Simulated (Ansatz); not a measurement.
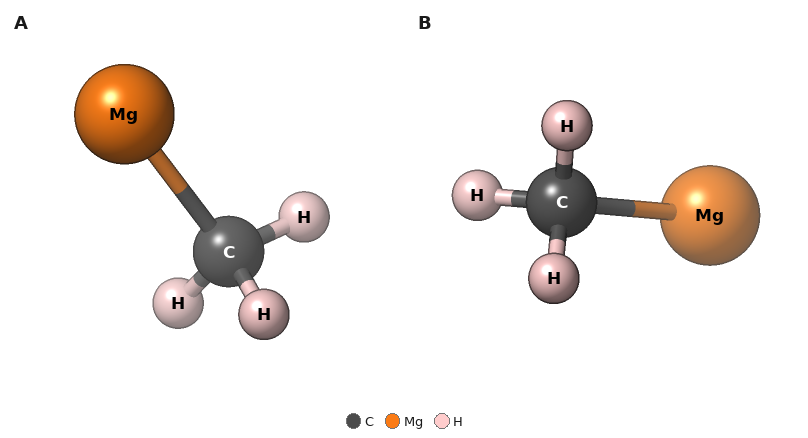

Distant atoms are faded towards the background colour. State: charge −1, singlet. Computed geometry: PBE-D4/def2-SVPD optimisation. No frequency run is at hand to confirm it as a minimum.

### Are A and B the same structure? If not, how do they differ?

Yes. They are the same structure, CH3Mg (charge −1), seen from two directions. With point group C3v it is achiral, so its mirror image would be the same too.
